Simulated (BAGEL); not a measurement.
**C2H5BO (SMILES B/C=C/O) at PBE0/6-311+G(d,p) (density fitting with qzvpp-jkfit)**

Aim: the energy change on altering one bond length of C2H5BO at PBE0/6-311+G** (density fitting with qzvpp-jkfit), from 2 runs. 

Program for the calculation: BAGEL 1.2.2.

## 1. Starting point

The species is C2H5BO (9 atoms), meant as a singlet with charge 0. As SMILES, `B/C=C/O`. The shape is that of a PBE0-D4/def2-TZVP optimisation. This is a higher conformer, about 8 kJ/mol above the lowest found by a separate search.

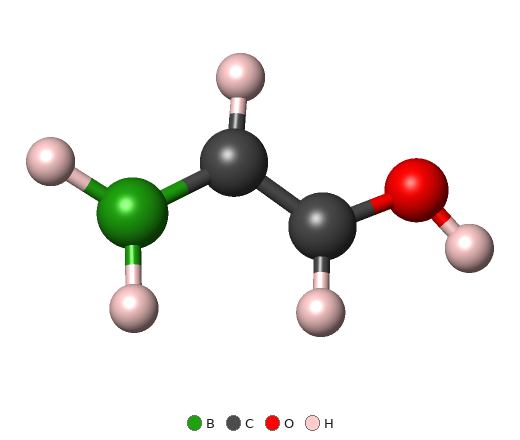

The structure, seen from a chosen angle (boron green, carbon dark grey, oxygen red, hydrogen pink).

## 2. The energy at PBE0/6-311+G(d,p) (density fitting with qzvpp-jkfit)

File input.json:

```json
{ "bagel": [

{
  "title": "molecule",
  "basis": "6-311+gss.json",
  "df_basis": "qzvpp-jkfit",
  "angstrom": true,
  "geometry": [
    { "atom": "B", "xyz": [   -0.282800,    0.909000,   -1.314600 ] },
    { "atom": "C", "xyz": [    0.540200,    0.034200,   -0.399500 ] },
    { "atom": "C", "xyz": [   -0.034800,   -0.431600,    0.724200 ] },
    { "atom": "O", "xyz": [    0.600200,   -1.212400,    1.603600 ] },
    { "atom": "H", "xyz": [    0.160100,    1.360100,   -2.331100 ] },
    { "atom": "H", "xyz": [   -1.418300,    1.160500,   -1.013000 ] },
    { "atom": "H", "xyz": [    1.573400,   -0.248500,   -0.585700 ] },
    { "atom": "H", "xyz": [   -1.067600,   -0.181900,    0.964200 ] },
    { "atom": "H", "xyz": [    0.018100,   -1.435700,    2.334900 ] }
  ]
},
{ "title": "ks", "xc_func": "pbe0" },
{ "title": "print", "file": "orbitals.molden", "orbitals": true }

]}
```

The basis set 6-311+G** is read from a file made from the Basis Set Exchange's data (not shown).

Launch:

```
BAGEL_NUM_THREADS=1 BAGEL input.json > input.out
```

Log:

```text
* using 1 threads per process

  ===============================================================
  ===============================================================

  *** Geometry ***

  { "atom" : "B", "xyz" : [     -0.534415,      1.717761,     -2.484234 ] },
  { "atom" : "C", "xyz" : [      1.020830,      0.064629,     -0.754946 ] },
  { "atom" : "C", "xyz" : [     -0.065762,     -0.815606,      1.368540 ] },
  { "atom" : "O", "xyz" : [      1.134214,     -2.291104,      3.030365 ] },
  { "atom" : "H", "xyz" : [      0.302545,      2.570217,     -4.405141 ] },
  { "atom" : "H", "xyz" : [     -2.680199,      2.193027,     -1.914293 ] },
  { "atom" : "H", "xyz" : [      2.973295,     -0.469597,     -1.106813 ] },
  { "atom" : "H", "xyz" : [     -2.017472,     -0.343741,      1.822074 ] },
  { "atom" : "H", "xyz" : [      0.034204,     -2.713080,      4.412322 ] },

  Number of auxiliary basis functions:      392

  Since a DF basis is specified, we compute 2- and 3-index integrals:
    o Being stored without compression. Storage requirement is 0.044 GB

  Number of basis functions:      118
  Number of electrons      :       30

    * METHOD: MOLECULE                             0.20

  *** Kohn-Sham DFT ***

    * Removing 16117 points whose weight is below 1.00e-10
    * Grid points: 118037

  === Nuclear Repulsion ===
   101.8530822431

       - DIIS with orbital gradients will be used.

  === KS iteration (pbe0 / 6-311+gss.json) ===
      0       -131.81384541          0.19092805           0.44
      1       -112.89378729          0.14528757           0.46
      2        -95.43388150          0.23447603           0.42
      3       -162.64378258          0.13383649           0.42
      4       -168.90142194          0.09772343           0.43
      5       -175.99659264          0.06472994           0.43
      6       -178.42297524          0.04009127           0.42
      7       -178.82584576          0.02751287           0.42
      8       -179.04961118          0.00939964           0.44
      9       -179.08920055          0.00151921           0.43
     10       -179.09021770          0.00057522           0.43
     11       -179.09031823          0.00029424           0.42
     12       -179.09034813          0.00006625           0.42
     13       -179.09034985          0.00001239           0.43
     14       -179.09034991          0.00000712           0.43
     15       -179.09034992          0.00000282           0.43
     16       -179.09034992          0.00000052           0.43
     17       -179.09034992          0.00000017           0.43
     18       -179.09034992          0.00000010           0.44
     19       -179.09034992          0.00000003           0.44
     20       -179.09034992          0.00000001           0.44
    * SCF iteration converged.

    * Permanent dipole moment:
           (    0.434002,     0.493477,    -1.080504) a.u.

    * METHOD: KS                                   9.82

    * METHOD: PRINT                                0.04

  ===============================================================
```

Wall time 10 s (1 thread of Arm Neoverse V1, shared host); peak memory 0.61 GiB.

## 3. The distorted shape at the same level

File calc.json:

```json
{ "bagel" : [

{
  "title" : "molecule",
  "basis" : "6-311+gss.json",
  "df_basis" : "qzvpp-jkfit",
  "angstrom" : "true",
  "geometry" : [
    { "atom" : "B", "xyz" : [   -1.044806,    1.845967,   -2.369888 ] },
    { "atom" : "C", "xyz" : [   -0.221806,    0.971167,   -1.454788 ] },
    { "atom" : "C", "xyz" : [   -0.796806,    0.505367,   -0.331088 ] },
    { "atom" : "O", "xyz" : [    0.600200,   -1.212400,    1.603600 ] },
    { "atom" : "H", "xyz" : [   -0.601906,    2.297067,   -3.386388 ] },
    { "atom" : "H", "xyz" : [   -2.180306,    2.097467,   -2.068288 ] },
    { "atom" : "H", "xyz" : [    0.811394,    0.688467,   -1.640988 ] },
    { "atom" : "H", "xyz" : [   -1.829606,    0.755067,   -0.091088 ] },
    { "atom" : "H", "xyz" : [    0.018100,   -1.435700,    2.334900 ] }
  ]
},
{ "title" : "ks", "xc_func" : "pbe0" },
{ "title" : "print", "file" : "orbitals.molden", "orbitals" : "true" }

]}
```

The basis set 6-311+G** is read from a file made from the Basis Set Exchange's data (not shown).

Launch:

```
BAGEL_NUM_THREADS=1 BAGEL calc.json > calc.out
```

Log:

```text
* using 1 threads per process

  ===============================================================
  ===============================================================

  *** Geometry ***

  { "atom" : "B", "xyz" : [     -1.974397,      3.488372,     -4.478439 ] },
  { "atom" : "C", "xyz" : [     -0.419153,      1.835240,     -2.749151 ] },
  { "atom" : "C", "xyz" : [     -1.505745,      0.955005,     -0.625666 ] },
  { "atom" : "O", "xyz" : [      1.134214,     -2.291104,      3.030365 ] },
  { "atom" : "H", "xyz" : [     -1.137437,      4.340828,     -6.399346 ] },
  { "atom" : "H", "xyz" : [     -4.120181,      3.963638,     -3.908498 ] },
  { "atom" : "H", "xyz" : [      1.533312,      1.301014,     -3.101018 ] },
  { "atom" : "H", "xyz" : [     -3.457454,      1.426870,     -0.172131 ] },
  { "atom" : "H", "xyz" : [      0.034204,     -2.713080,      4.412322 ] },

  Number of auxiliary basis functions:      392

  Since a DF basis is specified, we compute 2- and 3-index integrals:
    o Being stored without compression. Storage requirement is 0.044 GB

  Number of basis functions:      118
  Number of electrons      :       30

    * METHOD: MOLECULE                             0.20

  *** Kohn-Sham DFT ***

    * Removing 14279 points whose weight is below 1.00e-10
    * Grid points: 119875

  === Nuclear Repulsion ===
    82.3658812261

       - DIIS with orbital gradients will be used.

  === KS iteration (pbe0 / 6-311+gss.json) ===
      0       -135.77878123          0.18957369           0.43
      1       -121.82853767          0.12624362           0.42
      2       -145.77304345          0.16291839           0.42
      3       -168.04963527          0.10825787           0.43
      4       -171.05261273          0.07097861           0.43
      5       -177.79138518          0.04274732           0.41
      6       -177.97722244          0.04088654           0.44
      7       -178.28574465          0.03056183           0.44
      8       -178.67692259          0.01637651           0.41
      9       -178.80851055          0.01080695           0.42
     10       -178.81950116          0.00984734           0.43
     11       -178.82074339          0.00985354           0.43
     12       -178.81068651          0.01076015           0.43
     13       -178.80493550          0.01127474           0.43
     14       -178.83198918          0.00810216           0.43
     15       -178.86344825          0.00153090           0.43
     16       -178.86446824          0.00036602           0.42
     17       -178.86452303          0.00013502           0.43
     18       -178.86452846          0.00006280           0.44
     19       -178.86453029          0.00001668           0.42
     20       -178.86453041          0.00000331           0.42
     21       -178.86453041          0.00000104           0.43
     22       -178.86453042          0.00000026           0.42
     23       -178.86453042          0.00000015           0.42
     24       -178.86453042          0.00000009           0.42
     25       -178.86453042          0.00000003           0.44
     26       -178.86453042          0.00000003           0.43
     27       -178.86453042          0.00000001           0.43
     28       -178.86453042          0.00000001           0.44
    * SCF iteration converged.

    * Permanent dipole moment:
           (    1.029777,    -0.845853,     0.737861) a.u.

    * METHOD: KS                                  13.11

    * METHOD: PRINT                                0.04

  ===============================================================
```

Run time: 14 s. Hardware: 1 thread of Arm Neoverse V1, shared host; peak memory 0.62 GiB.

## 4. Summary of results

Level: PBE0/6-311+G** (density fitting with qzvpp-jkfit).

```
                                                         quantity          value
                                        first shape: total energy  -179.09035 Eh
                                       first shape: dipole moment         3.21 D
                                         first shape: HOMO energy       -7.51 eV
                                         first shape: LUMO energy       -1.47 eV
                                       first shape: HOMO–LUMO gap        6.05 eV
                                    distorted shape: total energy  -178.86453 Eh
                                   distorted shape: dipole moment         3.87 D
                                     distorted shape: HOMO energy       -7.62 eV
                                     distorted shape: LUMO energy       -5.05 eV
                                   distorted shape: HOMO–LUMO gap        2.58 eV
energy change with the C3–O4 bond stretched from 1.336 to 2.940 Å       6.145 eV
```

What this shows: With the C3–O4 bond stretched from 1.336 to 2.940 Å the energy rises by 6.14 eV (593 kJ/mol). The first shape isn't relaxed at this level, so the change isn't measured from a minimum. A restricted reference can't describe the breaking bond well at this length.
